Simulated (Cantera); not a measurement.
Charge: 1 mol CO, 0.016 mol NH3, 0.027 mol H2O, at 4400000 Pa.

These are equilibrium values from Cantera (NASA tables, ideal gas, pure condensed phases), not measurements of a reactor. Candidate condensed phases: C, C6H6, C7H8, C8H18, H2O; 169 gas species. Ions and electrons are included (thermal ionisation). The ideal-gas law is rough above about 30 bar. Rates play no part.

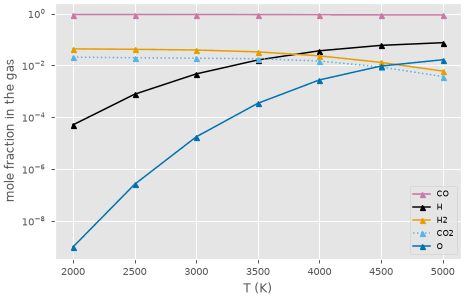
Figure. Equilibrium gas composition (values under 1e-9 drawn at 1e-9)

From 2000 K to 5000 K nothing is condensed. The main C-bearing gas is CO throughout.
